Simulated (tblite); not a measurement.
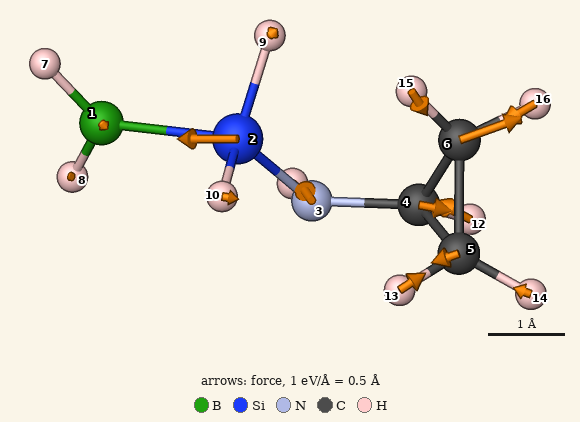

Starting geometry of C$_{3}$H$_{10}$BNSi with the computed forces as orange arrows. Style: ball-and-stick. Shown from a free direction.

Computed with tblite, GFN2-xTB geometry optimisation, gas phase. 

What follows when this structure is relaxed?

Answer. It isn't relaxed: the largest force vector, on the Si atom, is 1.84 eV/Å. The final displacements follow the starting forces only in part (cosine between the two patterns 0.34). After 103 geometry steps the energy has fallen by 13.5 kcal/mol. The largest move after the best rigid fit is that of an H atom, 0.73 Å. Largest moves by element: H 0.73 Å, N 0.31 Å, Si 0.26 Å, C 0.22 Å, B 0.15 Å. Some distances before and after: H–N 1.060 → 1.009 Å, C–H 1.123 → 1.080 Å, C–H 1.097 → 1.077 Å, B–Si 1.970 → 1.949 Å. Among the angles between lasting bonds that change: Si–N–C 117.3° → 127.9°, N–Si–H 115.8° → 105.3°, B–Si–H 105.1° → 114.7°. The run took 0.5 s on 1 thread of Arm Neoverse V2, on a shared host.
